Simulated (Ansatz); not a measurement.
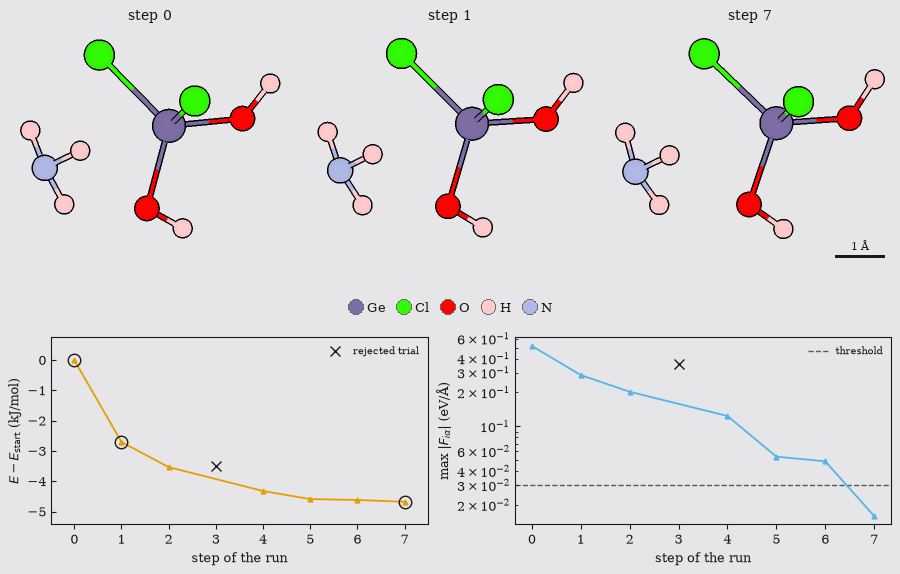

Frames of a relaxation of GeNH5O2Cl2, marked on the history of the run. The picture is a ball-and-stick view, seen at a tilt.

The run prepares an end point of a later path (reaction) calculation, from a guessed geometry.

The calculation used RKS BLYP-D4/def2-SVP in Ansatz 0.2.0.

The input:
```yaml
crystal:
  periodic: [false, false, false]
  atoms:
    - { symbol: Ge, position_ang: [-0.077124, -0.127995, 0.143498] }
    - { symbol: Cl, position_ang: [-0.167799, -0.42703, 2.334105] }
    - { symbol: Cl, position_ang: [1.942273, -0.544637, -0.574138] }
    - { symbol: O, position_ang: [-0.766785, 1.392721, -0.496564] }
    - { symbol: H, position_ang: [-1.600668, 1.164725, -0.962959] }
    - { symbol: O, position_ang: [-1.18182, -1.342754, -0.573489] }
    - { symbol: H, position_ang: [-1.185332, -2.177505, -0.064741] }
    - { symbol: "N", position_ang: [1.413065, 2.389264, 1.216558] }
    - { symbol: H, position_ang: [2.11672, 1.853413, 0.699366] }
    - { symbol: H, position_ang: [0.632375, 2.61413, 0.591385] }
    - { symbol: H, position_ang: [1.060895, 1.807667, 2.003577] }
basis:
  gaussian: { orbitals: def2-SVP }
hamiltonian:
  xc: blyp
  dispersion: d4
relax:
  f_tol: 0.03
  max_steps: 50
output:
  orbitals: {}
```

Launched with:
```bash
ansatz run input.yaml --threads 4 --pin off --max-ram 5120MiB --backend cpu --events-out ev --progress --plain --runs-dir out
```

Describe the path.

The atom that moves furthest after the best rigid fit is H11 (0.25 Å). Largest moves by element: H 0.25 Å, N 0.22 Å, Ge 0.17 Å, O 0.16 Å, Cl 0.10 Å. Near-neighbour distances that change, for instance: Ge1–Cl2 2.213 → 2.183 Å, N8–H11 1.040 → 1.029 Å, Ge1–Cl3 2.183 → 2.175 Å, Ge1–O4 1.788 → 1.783 Å. Bond angles that change, for instance: Cl2–Ge1–O4 117.0° → 113.3°, H9–N8–H10 109.3° → 105.8°, Cl3–Ge1–O6 108.0° → 111.2°. After 6 accepted moves (7 points after the start) the energy has fallen by 4.68 kJ/mol. Largest force component: 0.52 eV/Å at the start, 0.016 eV/Å at the end. The line search rejected the trial step at point 3 of the run. From step 0 to 1: H11 moves most (0.19 Å), energy −2.70 kJ/mol. From step 1 to 7: H7 moves most (0.15 Å), energy −1.97 kJ/mol.
